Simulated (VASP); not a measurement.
Band structure of BeS (zinc blende). Computed with PBE GGA with D3 dispersion (Becke-Johnson damping), VASP's PBE PAW potentials (set 64) (plane waves; VASP 6.6.1).

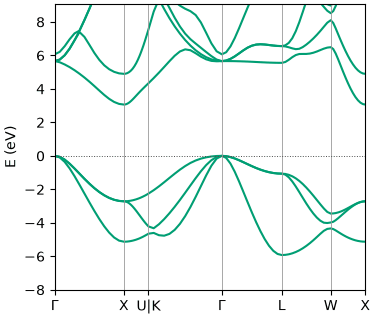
Fig. 1. Bands along high-symmetry lines, zero at the valence-band maximum or, without a gap, the Fermi level

Read the plot: is there a gap, and where are the band edges?

The gap is indirect, 3.06 eV, from the valence maximum at Γ to the conduction minimum at X. (Edges off the drawn lines would not show.)

The compound is BeS in the zinc blende structure. It was relaxed first.
